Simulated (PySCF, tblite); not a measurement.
**C₆H₁₁BF₂Si: geometry, infrared bands and NMR shifts**

What infrared bands and NMR shifts should C₆H₁₁BF₂Si (`C[C@@H](B(F)F)[SiH]1CC=CC1`) show?

Computed with tblite 0.8.0 and PySCF 2.14.0, with density-fitted response routines of our own, on a single molecule in the gas phase. Atoms are numbered from 0 throughout.

## (1) Starting geometry

21 atoms, charge 0, multiplicity 1; geometry from: force field or distance geometry start.

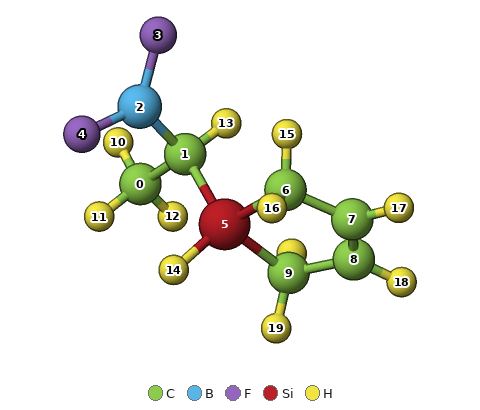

The starting geometry (carbon green, boron blue, fluorine purple, silicon red, hydrogen yellow), atoms numbered.

## (2) Relaxing the molecule with GFN2-xTB

The job: settings as JSON, then the geometry in Å.

```
{"job": {"kind": "relax", "xc": "GFN2-xTB", "basis": "xTB"}, "charge": 0, "multiplicity": 1}
C      2.324800     1.043500    -0.013100
C      1.306900     0.046600    -0.587500
B      2.034500    -1.348700    -0.909300
F      2.015400    -1.845200    -2.273600
F      2.684700    -2.099400     0.137500
Si    -0.091000    -0.256700     0.637000
C     -1.413700    -1.314800    -0.099900
C     -2.607200    -0.420600    -0.122200
C     -2.476100     0.822700     0.332300
C     -1.146500     1.251200     0.846900
H      3.131100     1.223600    -0.744900
H      2.754400     0.673200     0.940400
H      1.810900     2.020000     0.192600
H      0.879900     0.452100    -1.515600
H      0.379900    -0.769300     1.933600
H     -1.145700    -1.631100    -1.113000
H     -1.605100    -2.197400     0.551200
H     -3.565400    -0.787500    -0.509700
H     -3.322000     1.515800     0.335200
H     -1.205100     1.538700     1.918900
H     -0.753800     2.100200     0.239000
```

On the command line:

```bash
OMP_NUM_THREADS=1 python probes_run.py task.json out
```

The driver reads the jobs from task.json and runs them one after another.

**Question.** This job is followed by: GFN2-xTB harmonic vibrations, gas phase; GIAO PBE0/pcSseg-1 NMR shielding, non-relativistic, gas phase. Predict these results of the whole session: strongest single infrared mode (GFN2-xTB); zero-point energy (GFN2-xTB); ¹³C shifts against TMS (PBE0/pcSseg-1); ¹H shifts against TMS (PBE0/pcSseg-1, means over atoms taken as alike); ¹¹B shifts against BF3·OEt2 (PBE0/pcSseg-1); ¹⁹F shifts against CFCl3 (PBE0/pcSseg-1, means over atoms taken as alike); ²⁹Si shifts against TMS (PBE0/pcSseg-1); surface potential, least and greatest.

As calculated:

```
                                                                 quantity                                                     value
                                strongest single infrared mode (GFN2-xTB)                                     2204 cm⁻¹, 332 km/mol
                                             zero-point energy (GFN2-xTB)                                             99.9 kcal/mol
                                   ¹³C shifts against TMS (PBE0/pcSseg-1)                  138.6, 137.6, 20.3, 19.1, 11.9, 10.7 ppm
   ¹H shifts against TMS (PBE0/pcSseg-1, means over atoms taken as alike)  6.11, 6.11, 4.57, 1.86, 1.78, 1.73, 1.62, 1.27, 0.78 ppm
                              ¹¹B shifts against BF3·OEt2 (PBE0/pcSseg-1)                                                  28.7 ppm
¹⁹F shifts against CFCl3 (PBE0/pcSseg-1, means over atoms taken as alike)                                                 -76.0 ppm
                                  ²⁹Si shifts against TMS (PBE0/pcSseg-1)                                                   3.1 ppm
                                    surface potential, least and greatest                                        -0.86 V and 1.38 V
```

Over 64 steps the energy fell by 0.906 eV; of the close pairs, B2–F3 changed most, 1.452 to 1.326 Å. No mode is imaginary among the 57: a minimum at this level. The strongest single mode, at 2204 cm⁻¹, moves mainly H14. GFN2-xTB is a fitted tight-binding method: band positions and strengths are rough. Its intensities can rank the bands wrongly. At PBE0/pcSseg-1: Shielding is most anisotropic at F3, F4 (span 293 ppm, paramagnetic term -221 ppm).
